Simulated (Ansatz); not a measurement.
C2H4GaN

Input

```
crystal:
  periodic: [false, false, false]
  atoms:
    - {symbol: N, position_ang: [0.231749, 1.315206, 0.100980]}
    - {symbol: C, position_ang: [-0.180118, 0.035119, 0.308582]}
    - {symbol: C, position_ang: [0.202763, -1.025175, -0.432453]}
    - {symbol: Ga, position_ang: [-1.305165, -0.990702, 1.661288]}
    - {symbol: H, position_ang: [0.691172, 1.562077, -0.763026]}
    - {symbol: H, position_ang: [-0.263273, 2.065412, 0.545005]}
    - {symbol: H, position_ang: [0.860597, -0.987666, -1.300968]}
    - {symbol: H, position_ang: [-0.145525, -2.031471, -0.175108]}
basis:
  gaussian: {orbitals: def2-TZVPP}
hamiltonian: {xc: pbe0, dispersion: d4}
output: {orbitals: {seedname: orbitals}}
```

Command:

```sh
ansatz run in.yaml --threads 2 --pin off --events-out ev --progress --plain --max-ram 4352MiB
```

Geometry: PBE0-D4/def2-TZVP.

Level of theory: Ansatz 0.2.0, RKS PBE0-D4/def2-TZVPP.

Q: Predict the electron density and electron localisation function between the atoms.

A: C–C (1.35 Å): ρ at the midpoint is about 2.3 e/Å³; the ELF peaks at about 0.95 between the atoms (localised, covalent bonding).
C–N (1.36 Å): ρ at the midpoint is about 2.3 e/Å³; the ELF peaks at about 0.90 between the atoms; localised, covalent bonding.
C–Ga (2.04 Å): ρ at the midpoint is about 0.67 e/Å³; the ELF peaks at about 0.90 in the valence shell of C, 0.7 Å from its nucleus, and is about 0.50 at the midpoint.
N–H (1.00 Å): the density is about 3 e/Å³ at the midpoint; the ELF climbs to about 1 towards the hydrogen, as it does in any bond to H: an ordinary covalent bond to hydrogen.

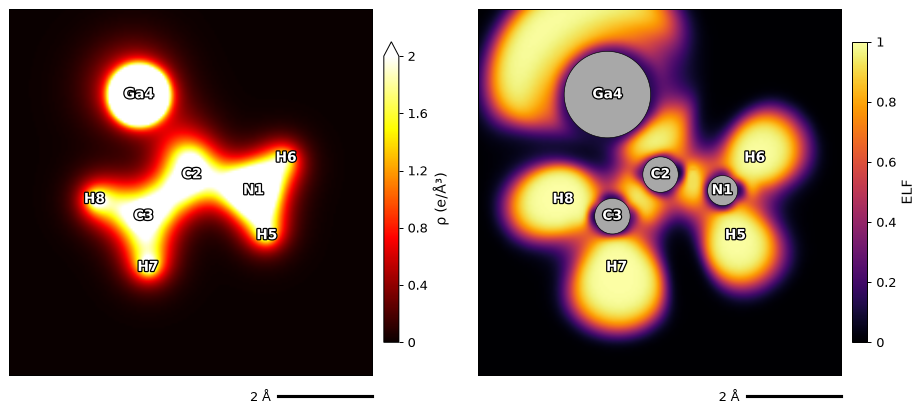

Computed electron density and electron localisation function on the plane of atoms C2, C3 and H8, in this order. Grey discs cover the atomic cores in the ELF map. 
